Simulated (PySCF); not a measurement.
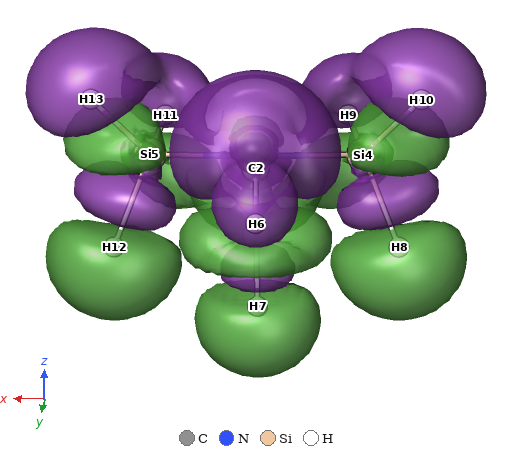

Figure 1: C2H8NSi2, doublet, SMILES `C=[C]N([SiH3])[SiH3]`. Change of the electron density in a uniform field of 0.21 V/Å, surfaces at ±0.001 e/Å³ (purple: gain, green: loss).

Computed with PySCF, HF/6-31G*, geometry: GFN2-xTB. No frequency check shows the geometry to be a minimum. A basis without diffuse functions makes polarisabilities too small. The stability of the open-shell solution wasn't checked. GFN2-xTB doesn't know the spin state, so this open-shell geometry is rough.

Coordinates in Å:

```
C1      -0.1412    2.4004   -0.1928
C2      -0.0638    1.2770    0.4597
N3       0.0043   -0.0457    0.1860
Si4     -1.5280   -0.8640   -0.0470
Si5      1.6157   -0.6935   -0.0493
H6      -0.1861    3.3464    0.3221
H7      -0.1631    2.4638   -1.2828
H8      -2.0757   -0.5340   -1.3671
H9      -1.2254   -2.2859    0.0717
H10     -2.4200   -0.3743    1.0035
H11      1.4700   -2.1402    0.0650
H12      2.1208   -0.3016   -1.3695
H13      2.4517   -0.1135    1.0012
```

The field was applied in both directions; the picture shows the one opposite to the script's first.

**Along which Cartesian direction does the field point?**

Along −z: electrons gather on the +z side, against the field.

**What dipole is induced, and what polarisability does it imply?**

The induced dipole is 0.55 D (along the field); α along this axis, from the fields in both directions, is 54 bohr³ (8.0 Å³).
